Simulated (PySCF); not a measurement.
## Electronic structure of C₆H₁₀ClF in real space

The calculation's input:

```
{"job": {"kind": "nmr", "xc": "PBE0", "basis": "pcSseg-1", "pop": false}, "charge": 0, "multiplicity": 1}
F      0.441313     2.512870     0.839346
C      0.128593     1.495677    -0.047483
C     -1.149834     0.812407     0.407533
C     -1.350412    -0.429775    -0.447584
C     -0.330815    -1.481006    -0.026644
C      1.114746    -0.960222    -0.014282
Cl     1.895884    -1.522890     1.514405
C      1.341523     0.556337    -0.160240
H     -0.044655     2.002264    -1.006623
H     -1.984738     1.507616     0.311332
H     -1.055155     0.534928     1.458701
H     -2.354201    -0.832170    -0.309190
H     -1.230968    -0.174838    -1.502791
H     -0.392971    -2.349343    -0.684361
H     -0.592888    -1.815728     0.978524
H      1.690528    -1.461458    -0.795200
H      2.050095     0.872660     0.607651
H      1.823955     0.732671    -1.123094
```

Command:

```sh
OMP_NUM_THREADS=1 python ens_run.py task.json out
```

Geometry: GFN2-xTB.

Level of theory: PBE0/pcSseg-1, SCF density, gas phase, non-relativistic in PySCF 2.14.0.

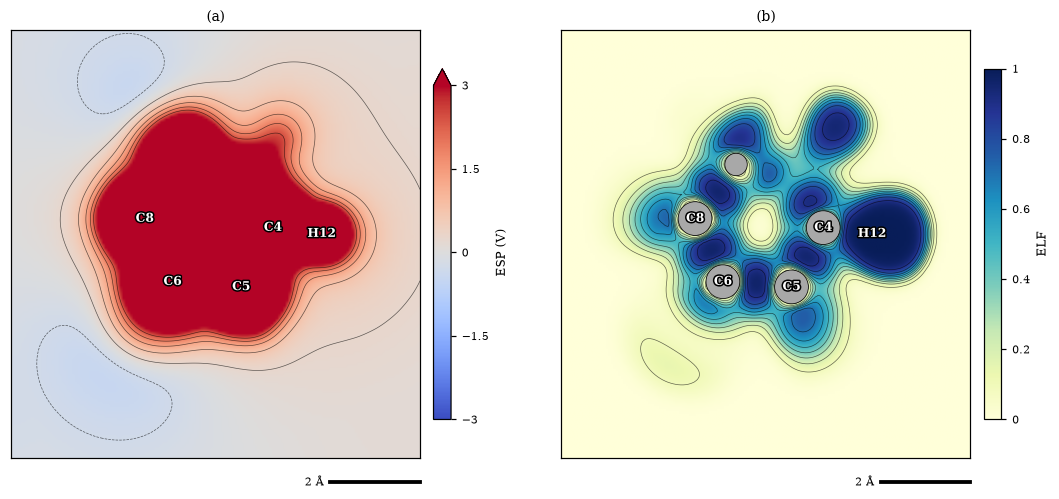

Figure 1. (a) molecular electrostatic potential; (b) electron localisation function on the plane of atoms C5, C6 and C8. Grey discs cover the atomic cores in the ELF map.

Q: What do the fields say about this system?

A: The section cuts through C and H sites.
C–C (1.52 Å): the ELF peaks at about 0.95 between the atoms, as expected for a shared electron pair.
C–H (1.09 Å): the ELF climbs to about 1 towards the hydrogen, as it does in any bond to H (an ordinary covalent bond to hydrogen).
Outside the dense part of the molecule the potential is most negative (−0.5 V) near Cl7, which lies off the plane.

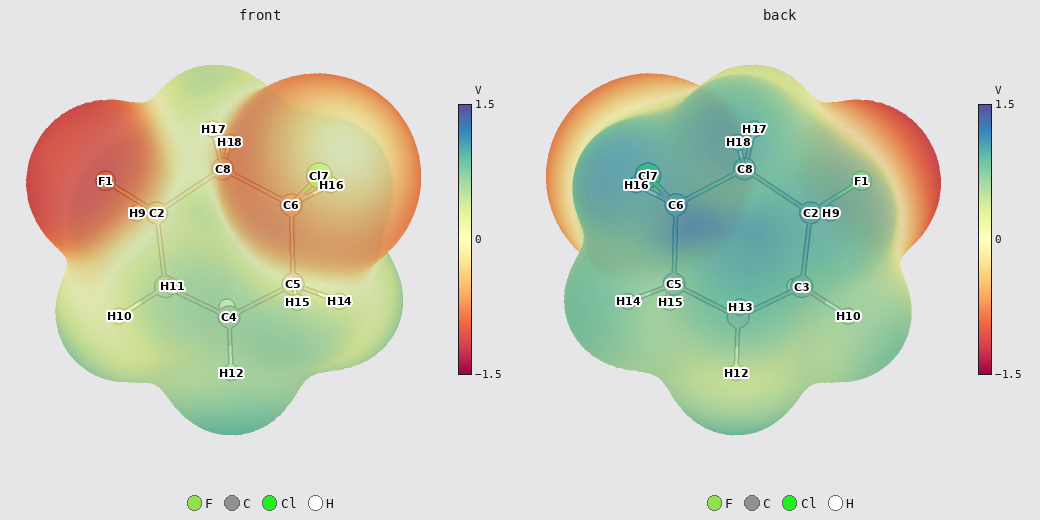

Figure 2. The electrostatic potential painted on the density surface at 0.002 e/bohr³, seen from the front and from behind; red is negative and blue positive.

Q: Where is the surface potential most negative and most positive?

A: The most negative region (about −1.1 V) lies over F1, the most positive (about +1.1 V) over the C and H atoms.

Q: How polar is the molecule by this calculation?

A: Its dipole moment is 3.26 D.

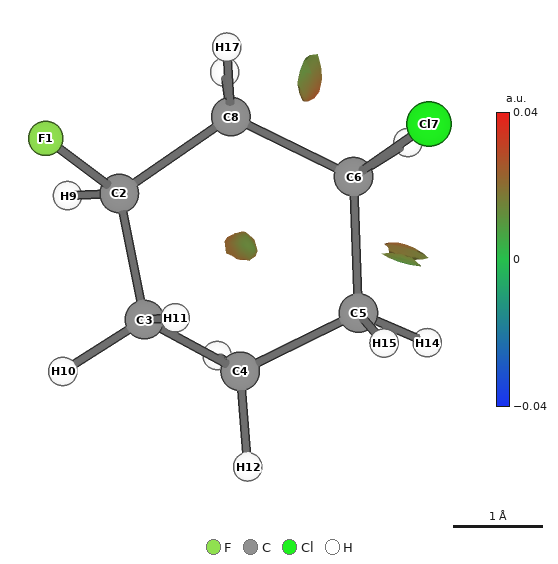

Figure 3. Non-covalent interaction (NCI) plot: the surface where the reduced density gradient is 0.5, for densities under 0.05 a.u., coloured by sign(λ₂)ρ; seen across its widest extent.

Q: What holds or crowds the atoms apart from the covalent bonds?

A:
- Near H15, C5 and Cl7: mostly steric crowding (olive to red)
- Near H17, C8 and Cl7: mostly steric crowding (olive to red)
- Inside the ring or cage of C2, C3, C4, C5, C6 and C8: steric crowding (red)
